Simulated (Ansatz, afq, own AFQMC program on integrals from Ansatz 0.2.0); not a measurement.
# BH₃F (doublet): quantum Monte Carlo beside coupled cluster at distance B1–H4 along a hydrogen transfer = 1.379 Å, cc-pVTZ

Aim: compute BH₃F (doublet) with auxiliary-field quantum Monte Carlo on the same integrals as coupled cluster, and set the energies side by side.

Program: Ansatz 0.2.0, Gaussian basis, and an in-house AFQMC program (afq) on its integrals; all values are calculated. Level of theory: cc-pVTZ, frozen cores. These are calculated values, not measurements.

To be run: PBE (unrestricted); r2SCAN (unrestricted); PBE0 (unrestricted); B3LYP (unrestricted); wB97M-V (unrestricted); CCSD(T) on UHF; B2PLYP (unrestricted); CCSD(T) on UHF; CCSD(T) on UHF; Phaseless AFQMC, CISD trial on UHF.

## 1. The system

The geometry derives from fragments relaxed apart (PBE0/def2-TZVP) and kept rigid, so it is no stationary point. A hydrogen atom is moved between rigid fragments.

5 atoms, charge 0, spin multiplicity 2.

Atoms are counted from 1 here; the program's logs count them from 0.

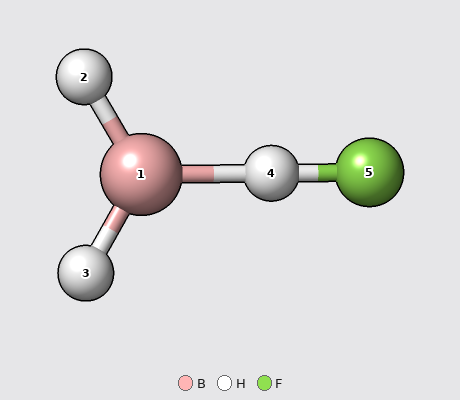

The geometry (boron pink, hydrogen white, fluorine green); atoms are numbered from 1 in the order of the file.

## 2. PBE (unrestricted)

Input file in.yaml:

```yaml
crystal:
  periodic: [false, false, false]
  atoms:
    - {symbol: B, position_ang: [-1.404831, 0.000000, 0.000000]}
    - {symbol: H, position_ang: [-2.001565, 1.033571, 0.000000]}
    - {symbol: H, position_ang: [-2.001565, -1.033571, 0.000000]}
    - {symbol: H, position_ang: [-0.025831, 0.000000, 0.000000]}
    - {symbol: F, position_ang: [1.013169, 0.000000, 0.000000]}
basis:
  gaussian: {orbitals: cc-pVTZ}
magnetization: {spin_polarized: true, initial_magnetization: 1}
hamiltonian: {xc: {name: PBE}}
output: {orbitals: {seedname: orbitals}}
```

On the command line:

```
$ ansatz run in.yaml --threads 1 --pin off --events-out ev --progress --plain --max-ram 5632MiB --backend cpu
```

The program printed:

```text
Functional definition: PBE
  name "PBE"
  cite "Perdew, Burke & Ernzerhof, Phys. Rev. Lett. 77, 3865 (1996) doi:10.1103/PhysRevLett.77.3865"
  parent pbe
  parameter kappa = 0.804
  parameter beta = 0.06672455060314922
  exchange = pbe_x(kappa = kappa, mu = beta*pi^2/3)
  correlation = pbe_c(beta = beta)
538 factors; their error is unknown
mean field evaluation 1: about -3434.2100 eV, gradient 2.2e1 eV
mean field evaluation 2: about -3430.1521 eV, gradient 4.4e1 eV
mean field evaluation 4: about -3435.8448 eV, gradient 1.2e0 eV
mean field evaluation 8: about -3435.8309 eV, gradient 3.7e-2 eV
mean field evaluation 16: about -3435.8309 eV, gradient 1.2e-5 eV
mean field -3435.83086615 eV, -126.2644554413 hartree, gradient 1.2e-5 eV, S^2 0.752123; 0 other end points of the search recorded, 0 dependent functions left out
reference -3435.83089763 eV, -126.2644565982 hartree; 9, 8 occupied and 93, 94 virtual orbitals, 538 factors
Total energy: -3435.83089763 eV, -126.2644565982 hartree
```

Run time: 1 s. Hardware: 1 thread of AMD EPYC 7R13 (Zen 3), shared host; peak memory 1.9 GiB.

From the report: ⟨S²⟩ of the determinant 0.752 (pure doublet: 0.75).

## 3. r2SCAN (unrestricted)

in.yaml: that of step 2 with these lines changed.

```diff
@@ -11,3 +11,2 @@
 magnetization: {spin_polarized: true, initial_magnetization: 1}
-hamiltonian: {xc: {name: PBE}}
-output: {orbitals: {seedname: orbitals}}
+hamiltonian: {xc: {name: r2SCAN}}
```

Same command.

The program printed:

```text
Functional definition: r2SCAN
  name "r2SCAN"
  cite "Furness, Kaplan, Ning, Perdew & Sun, J. Phys. Chem. Lett. 11, 8208 (2020) doi:10.1021/acs.jpclett.0c02405"
  cite "Furness, Kaplan, Ning, Perdew & Sun, J. Phys. Chem. Lett. 11, 9248 (2020) doi:10.1021/acs.jpclett.0c03077"
  parent r2scan
  parameter k0 = 0.174
  parameter k1 = 0.065
  parameter a1 = 4.9479
  exchange = r2scan_x(k0 = k0, k1 = k1, a1 = a1)
  correlation = r2scan_c
538 factors; their error is unknown
mean field evaluation 1: about -3436.7411 eV, gradient 2.1e1 eV
mean field evaluation 2: about -3434.0171 eV, gradient 3.8e1 eV
mean field evaluation 4: about -3438.1400 eV, gradient 9.5e-1 eV
mean field evaluation 8: about -3438.1225 eV, gradient 3.1e-2 eV
mean field evaluation 16: about -3438.1225 eV, gradient 3.4e-5 eV
mean field -3438.12253984 eV, -126.3486728961 hartree, gradient 3.4e-5 eV, S^2 0.754897; 0 other end points of the search recorded, 0 dependent functions left out
reference -3438.12255063 eV, -126.3486732927 hartree; 9, 8 occupied and 93, 94 virtual orbitals, 538 factors
Total energy: -3438.12255063 eV, -126.3486732927 hartree
```

Wall time 2 s (1 thread of AMD EPYC 7R13 (Zen 3), shared host); peak memory 1.9 GiB.

From the report: ⟨S²⟩ of the determinant 0.755 (pure doublet: 0.75).

## 4. PBE0 (unrestricted)

in.yaml: that of step 3 with these lines changed.

```diff
@@ -11,2 +11,3 @@
 magnetization: {spin_polarized: true, initial_magnetization: 1}
-hamiltonian: {xc: {name: r2SCAN}}
+hamiltonian: {xc: {name: PBE0}}
+output: {orbitals: {seedname: orbitals}}
```

Launched as before.

The program printed:

```text
Functional definition: PBE0
  name "PBE0"
  cite "Adamo & Barone, J. Chem. Phys. 110, 6158 (1999) doi:10.1063/1.478522"
  cite "Perdew, Burke & Ernzerhof, Phys. Rev. Lett. 77, 3865 (1996) doi:10.1103/PhysRevLett.77.3865"
  parent pbe
  parameter a = 0.25
  parameter kappa = 0.804
  parameter beta = 0.06672455060314922
  exchange = (1 - a)*pbe_x(kappa = kappa, mu = beta*pi^2/3) + a*exact_x
  correlation = pbe_c(beta = beta)
538 factors; their error is unknown
mean field evaluation 1: about -3434.7227 eV, gradient 2.0e1 eV
mean field evaluation 2: about -3433.0082 eV, gradient 3.3e1 eV
mean field evaluation 4: about -3436.0126 eV, gradient 7.1e-1 eV
mean field evaluation 8: about -3436.0085 eV, gradient 1.9e-1 eV
mean field evaluation 16: about -3436.0086 eV, gradient 1.2e-5 eV
mean field -3436.00858082 eV, -126.2709863350 hartree, gradient 1.2e-5 eV, S^2 0.754008; 0 other end points of the search recorded, 0 dependent functions left out
reference -3436.00860443 eV, -126.2709872024 hartree; 9, 8 occupied and 93, 94 virtual orbitals, 538 factors
Total energy: -3436.00860443 eV, -126.2709872024 hartree
```

Wall time 1.1 s (1 thread of AMD EPYC 7R13 (Zen 3), shared host); peak memory 1.9 GiB.

From the report: ⟨S²⟩ of the determinant 0.754 (pure doublet: 0.75).

## 5. B3LYP (unrestricted)

in.yaml: that of step 4 with these lines changed.

```diff
@@ -11,3 +11,2 @@
 magnetization: {spin_polarized: true, initial_magnetization: 1}
-hamiltonian: {xc: {name: PBE0}}
-output: {orbitals: {seedname: orbitals}}
+hamiltonian: {xc: {name: B3LYP}}
```

Same command.

The program printed, cut to the lines that bear on the results:

```text
Functional definition: B3LYP
  name "B3LYP"
  cite "Stephens, Devlin, Chabalowski & Frisch, J. Phys. Chem. 98, 11623 (1994) doi:10.1021/j100096a001"
  cite "Becke, Phys. Rev. A 38, 3098 (1988) doi:10.1103/PhysRevA.38.3098"
  cite "Lee, Yang & Parr, Phys. Rev. B 37, 785 (1988) doi:10.1103/PhysRevB.37.785"
  cite "Vosko, Wilk & Nusair, Can. J. Phys. 58, 1200 (1980) doi:10.1139/p80-159"
[...]
538 factors; their error is unknown
[...]
mean field -3440.11480460 eV, -126.4218872754 hartree, gradient 1.5e-5 eV, S^2 0.753199; 0 other end points of the search recorded, 0 dependent functions left out
reference -3440.11499852 eV, -126.4218944020 hartree; 9, 8 occupied and 93, 94 virtual orbitals, 538 factors
Total energy: -3440.11499852 eV, -126.4218944020 hartree
```

It took 1.1 s on 1 thread of AMD EPYC 7R13 (Zen 3), shared host; peak memory 1.9 GiB.

From the report: ⟨S²⟩ of the determinant 0.753 (pure doublet: 0.75).

## 6. wB97M-V (unrestricted)

in.yaml: that of step 5 with these lines changed.

```diff
@@ -11,2 +11,3 @@
 magnetization: {spin_polarized: true, initial_magnetization: 1}
-hamiltonian: {xc: {name: B3LYP}}
+hamiltonian: {xc: {name: wB97M-V}}
+output: {orbitals: {seedname: orbitals}}
```

Launched as before.

The program printed, cut to the lines that bear on the results:

```text
Functional definition: wB97M-V
  name "wB97M-V"
  cite "Mardirossian & Head-Gordon, J. Chem. Phys. 144, 214110 (2016) doi:10.1063/1.4952647"
  cite "Becke, J. Chem. Phys. 107, 8554 (1997) doi:10.1063/1.475007"
  cite "Vydrov & Van Voorhis, J. Chem. Phys. 133, 244103 (2010) doi:10.1063/1.3521275"
  # Of w^i u^j: cxij and so on, Table III.
[...]
  gx(w, u) = 1 - cx + cx01*u + cx10*w
  gss(w, u) = css00 + css04*u^4 + css10*w + css20*w^2 + css43*w^4*u^3
  gos(w, u) = cos00 + cos10*w + (cos20 + cos21*u)*w^2 + (cos60 + cos61*u)*w^6
[...]
      + integral(e_c_pw_mod_opposite_spin*gos(b97_w_opposite, b97_u_opposite)) + vv10(b, c)
538 factors; their error is unknown
129 factors; integrals over basis functions are off by at most 1.7e-5 eV
[...]
mean field -3438.16168819 eV, -126.3501115713 hartree, gradient 5.6e-5 eV, S^2 0.752660; 0 other end points of the search recorded, 0 dependent functions left out
reference -3438.16172446 eV, -126.3501129043 hartree; 9, 8 occupied and 93, 94 virtual orbitals, 538 factors
Total energy: -3438.16172446 eV, -126.3501129043 hartree
```

It took 3.4 s on 1 thread of AMD EPYC 7R13 (Zen 3), shared host; peak memory 1.9 GiB.

From the report: ⟨S²⟩ of the determinant 0.753 (pure doublet: 0.75).

## 7. CCSD(T) on UHF

in.yaml: that of step 6 with these lines changed.

```diff
@@ -11,3 +11,2 @@
 magnetization: {spin_polarized: true, initial_magnetization: 1}
-hamiltonian: {xc: {name: wB97M-V}}
-output: {orbitals: {seedname: orbitals}}
+correlation: {method: ccsd_t, electrons: outside_noble_gas, hamiltonian_folder: ham}
```

On the command line:

```
$ ansatz run in.yaml --threads 1 --pin off --events-out ev --progress --plain --max-ram 16896MiB --backend cuda --devices 0, --max-vram 18GiB
```

The program printed, cut to the lines that bear on the results:

```text
Functional definition: HF
  name "HF"
  cite "Fock, Z. Phys. 61, 126 (1930) doi:10.1007/BF01340294"
  parent pbe
[...]
595 factors; integrals over basis functions are off by at most 1.1e-3 eV
[...]
mean field -3422.80493213 eV, -125.7857611952 hartree, gradient 6.8e-6 eV, S^2 0.766034; 1 other end points of the search recorded, 0 dependent functions left out
determinant -3422.80493213 eV, -125.7857611952 hartree, with singles and doubles -3433.42434924 eV, -126.1760175760 hartree
determinant -3419.90939472 eV, -125.6793521579 hartree, with singles and doubles -3430.90993728 eV, -126.0836146408 hartree
2 core orbitals not correlated: weight in the atoms' cores, before any rotation towards them, 1.000 or more for the frozen orbitals, at most 0.000 for the correlated occupied ones
reference -3422.80493213 eV, -125.7857611952 hartree; 7, 6 occupied and 93, 94 virtual orbitals, 595 factors
second order -10.00018582 eV of doubles, -0.00000000 eV of singles
cycle   1  -10.53035839 eV  change    -1.3e0 eV  update   2.1e-2
[...]
cycle   9  -10.55656973 eV  change    4.1e-6 eV  update   7.9e-6
perturbative correction -0.28180545 eV, -0.0103561594 hartree
Total energy: -3433.64330731 eV, -126.1840641367 hartree
```

Wall time 10 s (1 × NVIDIA H100 80GB HBM3 with 1 thread of AMD EPYC 7R13 (Zen 3), shared host); peak host memory 1.9 GiB.

From the report: ⟨S²⟩ of the determinant 0.766 (pure doublet: 0.75); correlation -10.8384 eV; T1 0.014; largest double amplitude 0.03.

This run also writes the integrals to the folder ham.

## 8. B2PLYP (unrestricted)

in.yaml: that of step 7 with these lines changed.

```diff
@@ -11,2 +11,3 @@
 magnetization: {spin_polarized: true, initial_magnetization: 1}
-correlation: {method: ccsd_t, electrons: outside_noble_gas, hamiltonian_folder: ham}
+hamiltonian: {xc: {name: B2PLYP}}
+correlation: {electrons: outside_noble_gas}
```

On the command line:

```
$ ansatz run in.yaml --threads 1 --pin off --events-out ev --progress --plain --max-ram 5632MiB --backend cpu
```

The program printed, cut to the lines that bear on the results:

```text
Functional definition: B2PLYP
  name "B2PLYP"
  cite "Grimme, J. Chem. Phys. 124, 034108 (2006) doi:10.1063/1.2148954"
  cite "Becke, Phys. Rev. A 38, 3098 (1988) doi:10.1103/PhysRevA.38.3098"
  cite "Lee, Yang & Parr, Phys. Rev. B 37, 785 (1988) doi:10.1103/PhysRevB.37.785"
[...]
595 factors; integrals over basis functions are off by at most 1.1e-3 eV
[...]
mean field -3434.23858914 eV, -126.2059403405 hartree, gradient 3.2e-6 eV, S^2 0.757442; 0 other end points of the search recorded, 0 dependent functions left out
2 core orbitals not correlated: weight in the atoms' cores, before any rotation towards them, 1.000 or more for the frozen orbitals, at most 0.000 for the correlated occupied ones
reference -3434.23871143 eV, -126.2059448343 hartree; 7, 6 occupied and 93, 94 virtual orbitals, 595 factors
second order -11.93466280 eV of doubles, -0.00000000 eV of singles
Total energy: -3437.46107038 eV, -126.3243643418 hartree
```

Run time: 1.6 s. Hardware: 1 thread of AMD EPYC 7R13 (Zen 3), shared host; peak memory 1.9 GiB.

From the report: ⟨S²⟩ of the determinant 0.757 (pure doublet: 0.75).

## 9. CCSD(T) on UHF

in.yaml: that of step 8 with these lines changed.

```diff
@@ -9,5 +9,4 @@
 basis:
-  gaussian: {orbitals: cc-pVTZ}
+  gaussian: {orbitals: def2-TZVPP}
 magnetization: {spin_polarized: true, initial_magnetization: 1}
-hamiltonian: {xc: {name: B2PLYP}}
-correlation: {electrons: outside_noble_gas}
+correlation: {method: ccsd_t, electrons: outside_noble_gas}
```

On the command line:

```
$ ansatz run in.yaml --threads 1 --pin off --events-out ev --progress --plain --max-ram 16896MiB --backend cuda --devices 0, --max-vram 18GiB
```

The program printed, cut to the lines that bear on the results:

```text
Functional definition: HF
  name "HF"
  cite "Fock, Z. Phys. 61, 126 (1930) doi:10.1007/BF01340294"
  parent pbe
[...]
627 factors; integrals over basis functions are off by at most 1.5e-3 eV
[...]
mean field -3423.00097963 eV, -125.7929658081 hartree, gradient 3.8e-6 eV, S^2 0.765889; 1 other end points of the search recorded, 0 dependent functions left out
determinant -3423.00097963 eV, -125.7929658081 hartree, with singles and doubles -3433.59113181 eV, -126.1821467222 hartree
determinant -3420.08723825 eV, -125.6858877874 hartree, with singles and doubles -3431.04829063 eV, -126.0886990325 hartree
2 core orbitals not correlated: weight in the atoms' cores, before any rotation towards them, 1.000 or more for the frozen orbitals, at most 0.000 for the correlated occupied ones
reference -3423.00097963 eV, -125.7929658081 hartree; 7, 6 occupied and 95, 96 virtual orbitals, 627 factors
second order -9.95898901 eV of doubles, -0.00000000 eV of singles
cycle   1  -10.50169677 eV  change    -1.2e0 eV  update   2.0e-2
[...]
cycle   9  -10.52565996 eV  change    2.9e-6 eV  update   7.1e-6
perturbative correction -0.27809514 eV, -0.0102198080 hartree
Total energy: -3433.80473473 eV, -126.1899964851 hartree
```

It took 8.5 s on 1 × NVIDIA H100 80GB HBM3 with 1 thread of AMD EPYC 7R13 (Zen 3), shared host; peak host memory 1.9 GiB.

From the report: ⟨S²⟩ of the determinant 0.766 (pure doublet: 0.75); correlation -10.8038 eV; T1 0.014; largest double amplitude 0.03.

## 10. CCSD(T) on UHF

in.yaml: that of step 9 with these lines changed.

```diff
@@ -9,3 +9,3 @@
 basis:
-  gaussian: {orbitals: def2-TZVPP}
+  gaussian: {orbitals: "def2-QZVPP.json"}
 magnetization: {spin_polarized: true, initial_magnetization: 1}
```

Same command.

The program printed, cut to the lines that bear on the results:

```text
Functional definition: HF
  name "HF"
  cite "Fock, Z. Phys. 61, 126 (1930) doi:10.1007/BF01340294"
  parent pbe
[...]
1238 factors; integrals over basis functions are off by at most 1.2e-3 eV
[...]
mean field -3423.16593810 eV, -125.7990279200 hartree, gradient 4.8e-6 eV, S^2 0.765962; 1 other end points of the search recorded, 0 dependent functions left out
determinant -3423.16593810 eV, -125.7990279200 hartree, with singles and doubles -3434.63007552 eV, -126.2203271995 hartree
determinant -3420.24114620 eV, -125.6915438003 hartree, with singles and doubles -3432.05869211 eV, -126.1258306021 hartree
2 core orbitals not correlated: weight in the atoms' cores, before any rotation towards them, 1.000 or more for the frozen orbitals, at most 0.000 for the correlated occupied ones
reference -3423.16593810 eV, -125.7990279200 hartree; 7, 6 occupied and 195, 196 virtual orbitals, 1238 factors
second order -10.82660100 eV of doubles, -0.00000000 eV of singles
cycle   1  -11.24754135 eV  change    -1.4e0 eV  update   2.4e-2
[...]
cycle   9  -11.28378321 eV  change    4.7e-6 eV  update   1.1e-5
perturbative correction -0.33409113 eV, -0.0122776225 hartree
Total energy: -3434.78381244 eV, -126.2259769270 hartree
```

It took 14 s on 1 × NVIDIA H100 80GB HBM3 with 1 thread of AMD EPYC 7R13 (Zen 3), shared host; peak host memory 1.9 GiB.

From the report: ⟨S²⟩ of the determinant 0.766 (pure doublet: 0.75); correlation -11.6179 eV; T1 0.014; largest double amplitude 0.02.

## 11. Phaseless AFQMC, CISD trial on UHF

It reads the integrals that the CCSD(T) run on this determinant wrote.

On the command line:

```
$ afq ham --method phaseless --trial cisd --walkers 900 --populations 20 --least-time 60 --time-step 0.005 --steps-per-block 50 --equilibration-blocks 28 --max-blocks 4000 --target-error 0.00021 --factor-cut 1e-05 --start spin_pure --seed 224 --release-times 0.24,0.51,0.99,1.62,2.4 --release-step 0.03 --release-every 3 --taylor-order 6
```

The program printed:

```text
orbitals 100  electrons 7 6  factors 594 of 595
reference energy -125.78576120 Eh
CCSD correlation -0.38794667 Eh in 13 cycles, weight of the determinant in the CISD state 0.8990
energy of the start -126.172750 Eh
 block  time / (1/Eh)  mean weight  energy / Eh
     1     0.250  1.0002  -126.172036
     2     0.500  0.9994  -126.175942
     3     0.750  0.9993  -126.178987
     4     1.000  0.9997  -126.182817
     5     1.250  0.9999  -126.180193
     6     1.500  1.0006  -126.182426
     7     1.750  1.0004  -126.185509
     8     2.000  0.9993  -126.189520
     9     2.250  0.9996  -126.185892
    10     2.500  0.9999  -126.193175
    13     3.250  1.0005  -126.185241
    16     4.000  1.0000  -126.184966
    19     4.750  1.0004  -126.184911
    22     5.500  1.0008  -126.185239
    25     6.250  0.9995  -126.183149
    28     7.000  1.0000  -126.187451
    31     7.750  0.9995  -126.185282
    34     8.500  0.9987  -126.182685
    37     9.250  1.0000  -126.183288
    40    10.000  1.0005  -126.187107
    43    10.750  0.9993  -126.183288
    46    11.500  0.9996  -126.186356
    49    12.250  0.9993  -126.186677
    52    13.000  1.0002  -126.186634
    55    13.750  0.9995  -126.183794
    58    14.500  1.0007  -126.184017
    61    15.250  1.0001  -126.187195
    64    16.000  0.9997  -126.187592
    67    16.750  1.0000  -126.183155
    70    17.500  1.0010  -126.183937
    73    18.250  1.0009  -126.188773
    76    19.000  0.9996  -126.181573
    79    19.750  1.0010  -126.183163
    82    20.500  0.9998  -126.183894
    85    21.250  0.9997  -126.187037
    88    22.000  1.0013  -126.185252
    91    22.750  0.9996  -126.182877
    94    23.500  1.0000  -126.187599
    97    24.250  0.9998  -126.185781
   100    25.000  0.9985  -126.186229
   103    25.750  0.9987  -126.182639
   106    26.500  0.9998  -126.183796
   109    27.250  1.0000  -126.184997
   112    28.000  0.9997  -126.183409
   115    28.750  1.0009  -126.186316
   118    29.500  0.9987  -126.184054
   121    30.250  0.9991  -126.186816
   124    31.000  1.0022  -126.183168
   127    31.750  0.9990  -126.182424
   130    32.500  1.0003  -126.184384
   133    33.250  0.9997  -126.185380
   136    34.000  0.9985  -126.183891
   139    34.750  0.9989  -126.183744
   142    35.500  1.0012  -126.183442
   145    36.250  0.9991  -126.190557
   148    37.000  1.0016  -126.184033
   151    37.750  0.9994  -126.185196
error from the spread of 20 populations
released: time / (1/Eh)  energy / Eh  error  mean overlap
  0.24  -126.184771  0.000214  0.9986
  0.51  -126.184967  0.000269  0.9942
  0.99  -126.185162  0.000183  0.9799
  1.62  -126.185060  0.000376  0.9807
  2.40  -126.185229  0.000415  0.9652
energy -126.184640 +/- 0.000295 Eh
```

Wall time 3.9 min (1 × NVIDIA H100 80GB HBM3 with 2 threads of AMD EPYC 7R13 (Zen 3), shared host); peak host memory 1.9 GiB.

Energy -3433.6590 ± 0.0080 eV. Caveats: constraint bias not in the error.

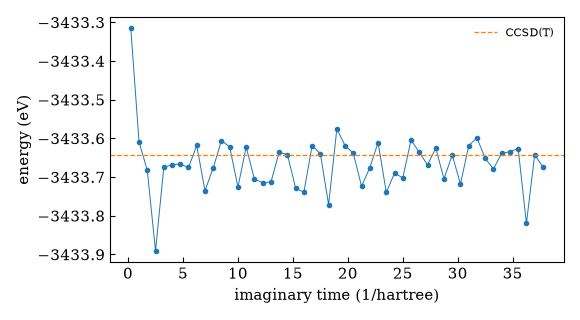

Block energies along the walk.

## 12. All levels side by side

On the UHF determinant, counted from CCSD(T) (a yardstick, not exact):

```csv
level,energy (eV),from CCSD(T) (meV),statistical error (meV),time
HF,-3422.8049,+10838.4,,
MP2,-3432.8051,+838.2,,
CCSD,-3433.3615,+281.8,,
CCSD(T),-3433.6433,0.0,,
"Phaseless AFQMC, CISD trial, step 0.005, 900 walkers",-3433.6590,-15.7,8.0,3.9 min
```

The functionals' totals stand on their own zeros and serve differences with other points: PBE -3435.831 eV; r2SCAN -3438.123 eV; PBE0 -3436.009 eV; B3LYP -3440.115 eV; wB97M-V -3438.162 eV; B2PLYP -3437.461 eV.

## 13. Results

```
                                       quantity            value
Phaseless AFQMC, CISD trial on UHF from CCSD(T)  -15.7 ± 8.0 meV
```

On UHF the phaseless walk with the CISD trial lies -15.7 meV from CCSD(T), within three error bars. Error bars are statistical and leave out the constraint, the time step and what remains of the start.
